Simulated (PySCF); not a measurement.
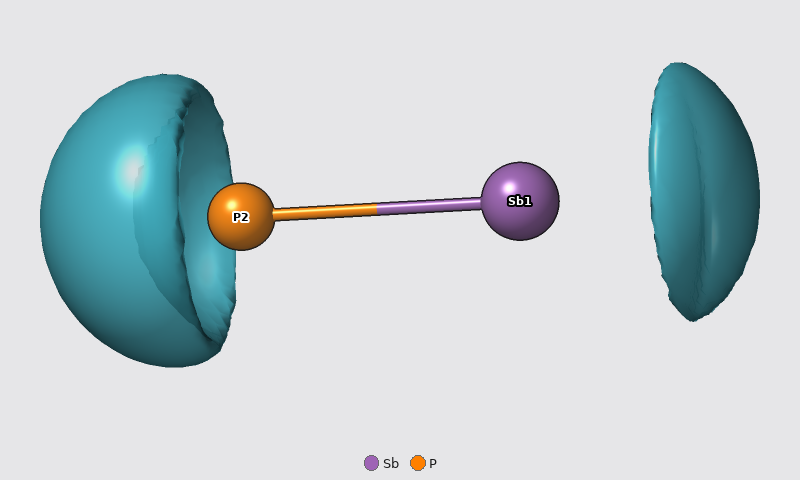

Figure. SbP. Isosurface of the ELF at 0.85 (cyan), seen from one side. Core shells and regions of very low density are left out.

Core potentials replace the inner electrons of Sb.

The calculation used PySCF, PBE0/def2-SVP, non-relativistic Hamiltonian with scalar-relativistic core potentials where named, at a bond length of 2.206 Å.

```xyz
2

Sb    0.0000    0.0000   -0.4499
P     0.0000    0.0000    1.7561
```

Identify the bonds, lone pairs and shells in this picture.

Answer. The ELF exceeds this value in one lobe on P, pointing away from the bonds (lone pairs) and one lobe on Sb, pointing away from the bonds (lone pairs). Profiles from the grid: Sb–P (2.21 Å): the ELF peaks at about 0.75 in the valence shell of P, 1.0 Å from its nucleus, and drops to about 0.20 between the two atoms.
